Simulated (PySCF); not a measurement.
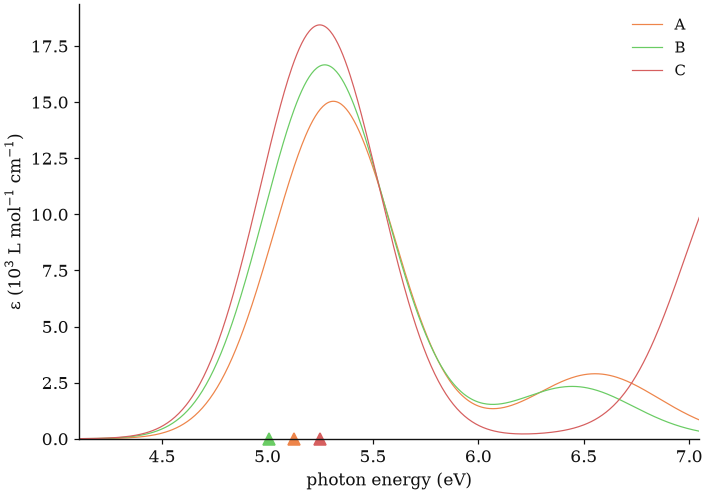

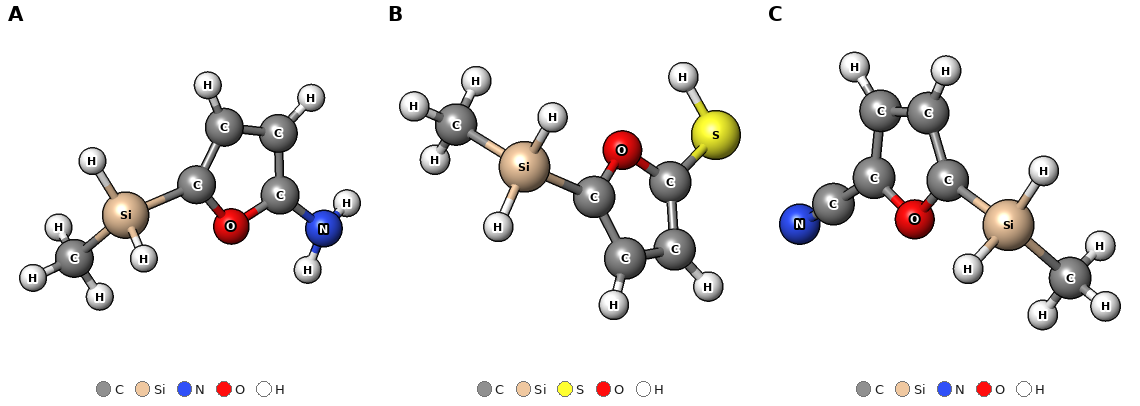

Related molecules: A is C₅H₉NOSi, SMILES C[SiH2]c1ccc(N)o1; B is C₅H₈OSSi, SMILES C[SiH2]c1ccc(S)o1; C is C₆H₇NOSi, SMILES C[SiH2]c1ccc(C#N)o1. Vertical TDDFT absorption, CAM-B3LYP/def2-SVPD, PySCF 2.14.0, at a GFN2-xTB geometry (no frequency check); Gaussians of 1/e half-width 0.40 eV, triangles mark S1, and the range ends where the computed states of one molecule run out.

### How does the lowest singlet move?

A: 5.13 eV (f = 0.004, mainly HOMO → LUMO (57 %)); B: 5.01 eV (f = 0.002, mixed, the largest part being HOMO → LUMO+1 (47 %)); C: 5.25 eV (f = 0.455, mainly HOMO → LUMO (96 %)). From A to B it shifts 0.12 eV to the red; the leading orbital pair differs. From A to C it shifts 0.12 eV to the blue, but one of these states is bright and the other nearly dark, so it isn't one band that moves.

### And the brightest state of each within the range drawn?

A: S2 at 5.31 eV, f = 0.37; B: S2 at 5.26 eV, f = 0.40; C: S1 at 5.25 eV, f = 0.46.

Limits of at least one run: core orbitals are frozen in the response; one conformer of a flexible molecule; states above the negative HOMO energy depend on the basis; the tight-binding geometry is rougher than a DFT one and adds to the error.
